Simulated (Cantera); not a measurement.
Charge: 1 mol SiHCl3, a varied amount of C2H2, 9.1 mol H2, 0.032 mol C3H8, at 1125 °C and 10.0 Torr.

Cantera equilibrium calculation (NASA polynomials, part measured and part estimated; ideal gas, pure solids and liquids). Candidate condensed phases: C, C6H6, C7H8, C8H18, Si, SiC; 109 gas species. Mutual solubility and eutectic melting of coexisting phases are not modelled. The tables' values for SiCl3 are old estimates; treat these amounts as uncertain. Equilibrium is a limit: real reactors are often held back by kinetics, nucleation or transport.

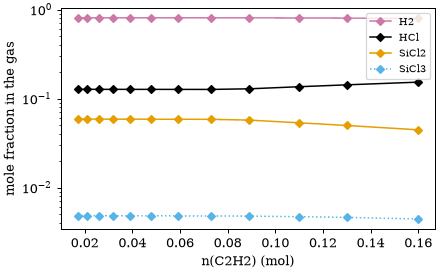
Fig. 1. Equilibrium gas composition (values under 1e-9 drawn at 1e-9)

From 0.017 mol C2H2 to 0.073 mol C2H2 the condensed part is Si(s) + SiC(s). From 0.089 mol C2H2 to 0.16 mol C2H2 the condensed part is SiC(s). The main Si-bearing gas is SiCl2 throughout.
